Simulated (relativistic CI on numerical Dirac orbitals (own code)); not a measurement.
**Sc⁺: L2,3 absorption with charge transfer**

Wanted: the shape of the L2,3 absorption spectrum of Sc⁺ in a cubic metal-ligand cluster, for 3 values of Delta.

Method: charge-transfer multiplet model of a cubic metal-ligand cluster with up to 1 ligand holes, Slater and spin-orbit integrals from Dirac-Coulomb-Breit ions, Slater integrals scaled by 0.8. Code: relativistic CI on numerical Dirac orbitals (own code) version 3.

## 1. The atom as given

- ion: Sc⁺ (Sc II)
- nuclear charge: 21
- electrons: 20
- d electrons: 2
- ligand holes at most: 1
- parameters: in eV; Veg, Vt2g hoppings, tenDq and tenDqL metal and ligand splittings (negative tenDq: tetrahedral), red the scaling of hopping with a core hole
- temperature: 20 K
- widths: Lorentz 0.4 eV, Gauss 0.3 eV

## 2. Delta = 9.4 eV

Input settings:

```ini
cluster ion=Sc1+ d2 ligand_holes=1 slater_scale=0.8
Delta=9.4 Udd=5.3 Upd=6.6 tenDq=-0.15 tenDqL=0 Veg=1.05 Vt2g=-1.78 red=0.8
spectrum xas L2,3 T=20 lorentz=0.4 gauss=0.3
```

On the command line:

```console
$ python run_levels.py task.json out
```

The settings of every run stand in task.json; they run in order.

Results of the run (chosen fields of its result record, rounded):

```text
{
  "status": "converged",
  "curve, one point in 3 above 2 % of the maximum [energy, intensity] [eV from the first main peak; 1/eV]": [
    [-2.4, 0.008592],
    [-2.1, 0.01392],
    [-1.8, 0.02576],
    [-1.5, 0.04435],
    [-1.2, 0.04479],
    [-0.9, 0.05632],
    [-0.6, 0.09554],
    [-0.3, 0.2185],
    [0, 0.382],
    [0.3, 0.2502],
    [0.6, 0.1639],
    [0.9, 0.1342],
    [1.2, 0.1029],
    [1.5, 0.06839],
    [1.8, 0.04364],
    [2.1, 0.0314],
    [2.4, 0.0327],
    [2.7, 0.05463],
    [3, 0.1021],
    [3.3, 0.1235],
    [3.6, 0.1426],
    [3.9, 0.1484],
    [4.2, 0.1402],
    [4.5, 0.18],
    [4.8, 0.2131],
    [5.1, 0.1821],
    [5.4, 0.09114],
    [5.7, 0.0427],
    "... 6 more rows left out ..."
  ],
  "weights": [0.857395, 0.142605],
  "n_d": 2.14261,
  "n_eg": 2.01278,
  "ground_S": 0.999991,
  "ground_energy [eV]": -2.64248,
  "cluster_levels [E_eV, degeneracy, S, weight_dn]": [
    [1.465e-14, 3, 1, 0.8574],
    [0.3171, 1, 1, 0.8676],
    [0.3182, 3, 1, 0.8676],
    [0.3201, 2, 0.9999, 0.8676],
    [0.3203, 3, 1, 0.8676],
    [0.5539, 3, 1, 0.8748],
    [0.554, 2, 0.9999, 0.8748],
    [0.5602, 3, 1, 0.8748],
    [0.5633, 1, 1, 0.8748],
    [0.8917, 2, 0.0008429, 0.8577],
    [1.163, 3, 0.003856, 0.8667],
    [1.311, 1, 0.9999, 0.8651],
    [1.313, 3, 1, 0.865],
    [1.318, 2, 0.9999, 0.865],
    [1.318, 3, 0.9987, 0.865],
    [1.399, 1, 0.0002577, 0.8592],
    [1.501, 3, 5.872e-05, 0.8625],
    [1.687, 2, 9.611e-05, 0.8704],
    [1.719, 3, 6.099e-05, 0.8695],
    [3.318, 1, 5.778e-05, 0.8564],
    [10.76, 15, 1.999, 3.921e-09],
    [10.76, 3, 1.938, 3.967e-07],
    "... 1 more rows left out ..."
  ],
  "atomic [eV]": {"ground": {"F2dd": 4.70998, "F4dd": 2.88523, "zeta_d": 0.00450934}, "final": {"F2dd": 5.66545, "F4dd": 3.4867, "zeta_d": 0.0114113, "zeta_core": 3.01077, "F2cd": 2.88695, "G1cd": 1.95765, "G3cd": 1.10728}}
}
```

Run time: 3 s. Hardware: 1 thread of Neoverse-V2, shared host; peak memory 0.21 GiB.

## 3. Delta = 7.4 eV

Input settings:

```ini
cluster ion=Sc1+ d2 ligand_holes=1 slater_scale=0.8
Delta=7.4 Udd=5.3 Upd=6.6 tenDq=-0.15 tenDqL=0 Veg=1.05 Vt2g=-1.78 red=0.8
spectrum xas L2,3 T=20 lorentz=0.4 gauss=0.3
```

Results of the run:

```text
{
  "status": "converged",
  "curve, one point in 4 above 2 % of the maximum [energy, intensity] [eV from the first main peak; 1/eV]": [
    [-2.4, 0.008333],
    [-2, 0.01584],
    [-1.6, 0.03748],
    [-1.2, 0.04556],
    [-0.8, 0.06718],
    [-0.4, 0.1575],
    [0, 0.3838],
    [0.4, 0.21],
    [0.8, 0.1412],
    [1.2, 0.104],
    [1.6, 0.0592],
    [2, 0.03344],
    [2.4, 0.03192],
    [2.8, 0.06395],
    [3.2, 0.1235],
    [3.6, 0.1414],
    [4, 0.1494],
    [4.4, 0.1602],
    [4.8, 0.2159],
    [5.2, 0.1475],
    [5.6, 0.05321],
    [6, 0.02603],
    [6.4, 0.01697],
    [6.8, 0.01088],
    [7.2, 0.009101]
  ],
  "weights": [0.813258, 0.186742],
  "n_d": 2.18674,
  "n_eg": 2.01652,
  "ground_S": 0.999991,
  "ground_energy [eV]": -2.96943,
  "cluster_levels [E_eV, degeneracy, S, weight_dn]": [
    [8.438e-15, 3, 1, 0.8133],
    [0.339, 1, 1, 0.8248],
    [0.3401, 3, 1, 0.8248],
    [0.342, 2, 0.9999, 0.8248],
    [0.3422, 3, 1, 0.8248],
    [0.5912, 3, 1, 0.833],
    [0.5913, 2, 0.9998, 0.833],
    [0.5975, 3, 1, 0.833],
    [0.6005, 1, 1, 0.8329],
    [0.892, 2, 0.0009218, 0.8133],
    [1.182, 3, 0.004071, 0.8231],
    [1.326, 1, 0.9999, 0.8199],
    [1.328, 3, 1, 0.8199],
    [1.332, 2, 0.9999, 0.8198],
    [1.332, 3, 0.9987, 0.8198],
    [1.402, 1, 0.0003285, 0.8142],
    [1.51, 3, 6.574e-05, 0.8176],
    [1.713, 2, 9.376e-05, 0.8266],
    [1.744, 3, 6.32e-05, 0.8253],
    [3.311, 1, 5.856e-05, 0.807],
    [9.083, 15, 1.999, 4.08e-09],
    [9.083, 3, 1.94, 4.027e-07],
    "... 1 more rows left out ..."
  ],
  "atomic [eV]": {"ground": {"F2dd": 4.70998, "F4dd": 2.88523, "zeta_d": 0.00450934}, "final": {"F2dd": 5.66545, "F4dd": 3.4867, "zeta_d": 0.0114113, "zeta_core": 3.01077, "F2cd": 2.88695, "G1cd": 1.95765, "G3cd": 1.10728}}
}
```

It took 2.9 s on 1 thread of Neoverse-V2, shared host; peak memory 0.22 GiB.

## 4. Delta = 10.4 eV

Input settings:

```ini
cluster ion=Sc1+ d2 ligand_holes=1 slater_scale=0.8
Delta=10.4 Udd=5.3 Upd=6.6 tenDq=-0.15 tenDqL=0 Veg=1.05 Vt2g=-1.78 red=0.8
spectrum xas L2,3 T=20 lorentz=0.4 gauss=0.3
```

Results of the run:

```text
{
  "status": "converged",
  "curve, one point in 4 above 2 % of the maximum [energy, intensity] [eV from the first main peak; 1/eV]": [
    [-2.4, 0.008506],
    [-2, 0.01644],
    [-1.6, 0.03941],
    [-1.2, 0.04453],
    [-0.8, 0.06453],
    [-0.4, 0.1537],
    [0, 0.3799],
    [0.4, 0.2087],
    [0.8, 0.1453],
    [1.2, 0.1045],
    [1.6, 0.06095],
    [2, 0.03468],
    [2.4, 0.03259],
    [2.8, 0.06761],
    [3.2, 0.122],
    [3.6, 0.1418],
    [4, 0.1435],
    [4.4, 0.1589],
    [4.8, 0.2114],
    [5.2, 0.1579],
    [5.6, 0.0556],
    [6, 0.02643],
    [6.4, 0.01644],
    [6.8, 0.01015],
    [7.2, 0.008525]
  ],
  "weights": [0.874596, 0.125404],
  "n_d": 2.1254,
  "n_eg": 2.01127,
  "ground_S": 0.999991,
  "ground_energy [eV]": -2.50871,
  "cluster_levels [E_eV, degeneracy, S, weight_dn]": [
    [1.288e-14, 3, 1, 0.8746],
    [0.3073, 1, 1, 0.884],
    [0.3084, 3, 1, 0.884],
    [0.3103, 2, 0.9999, 0.884],
    [0.3105, 3, 1, 0.884],
    [0.5371, 3, 1, 0.8907],
    [0.5372, 2, 0.9999, 0.8907],
    [0.5435, 3, 1, 0.8907],
    [0.5466, 1, 1, 0.8907],
    [0.8913, 2, 0.0008203, 0.875],
    [1.154, 3, 0.003798, 0.8834],
    [1.304, 1, 0.9999, 0.8823],
    [1.306, 3, 1, 0.8822],
    [1.31, 2, 0.9999, 0.8822],
    [1.31, 3, 0.9988, 0.8822],
    [1.397, 1, 0.0002304, 0.8766],
    [1.496, 3, 5.598e-05, 0.8797],
    [1.674, 2, 9.7e-05, 0.8871],
    [1.708, 3, 5.996e-05, 0.8863],
    [3.318, 1, 5.753e-05, 0.8751],
    [11.62, 15, 1.999, 3.846e-09],
    [11.62, 3, 1.937, 3.937e-07],
    "... 1 more rows left out ..."
  ],
  "atomic [eV]": {"ground": {"F2dd": 4.70998, "F4dd": 2.88523, "zeta_d": 0.00450934}, "final": {"F2dd": 5.66545, "F4dd": 3.4867, "zeta_d": 0.0114113, "zeta_core": 3.01077, "F2cd": 2.88695, "G1cd": 1.95765, "G3cd": 1.10728}}
}
```

It took 2.9 s on 1 thread of Neoverse-V2, shared host; peak memory 0.23 GiB.

## 5. Comparison

| run | d count | weight without ligand hole | ground S | up to four highest peaks (% of the highest), eV from the first main peak |
| --- | --- | --- | --- | --- |
| Delta = 9.4 eV | 2.14 | 0.86 | 1.00 | -1.4 (12), 0.0 (100), 3.8 (39), 4.8 (56) |
| Delta = 7.4 eV | 2.19 | 0.81 | 1.00 | -1.3 (12), 0.0 (100), 3.8 (40), 4.8 (56) |
| Delta = 10.4 eV | 2.13 | 0.87 | 1.00 | -1.4 (12), 0.0 (100), 3.8 (39), 4.9 (56) |

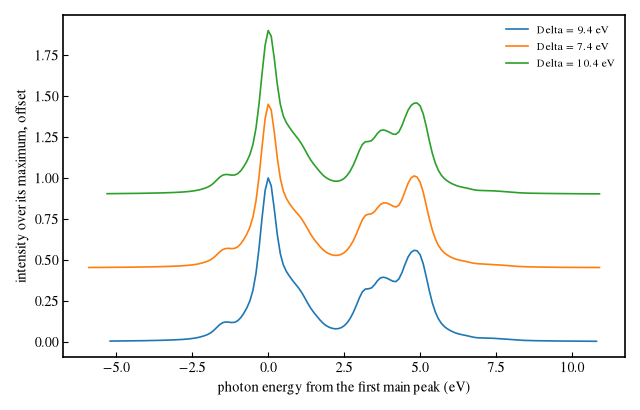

The spectra, each scaled to its maximum and offset.

## 6. Results

```
                           quantity         value
                            d count  2.13 to 2.19
ground spin (effective S from ⟨S²⟩)          1.00
```

**Reading.** From Delta = 7.4 eV to Delta = 10.4 eV the ground-state d count goes from 2.19 to 2.13. In the first run d2 holds 86 % of the ground state. The space is cut at the given number of ligand holes while the last configuration still holds over a tenth of the ground state. The cluster parameters are drawn, not fitted to a compound.
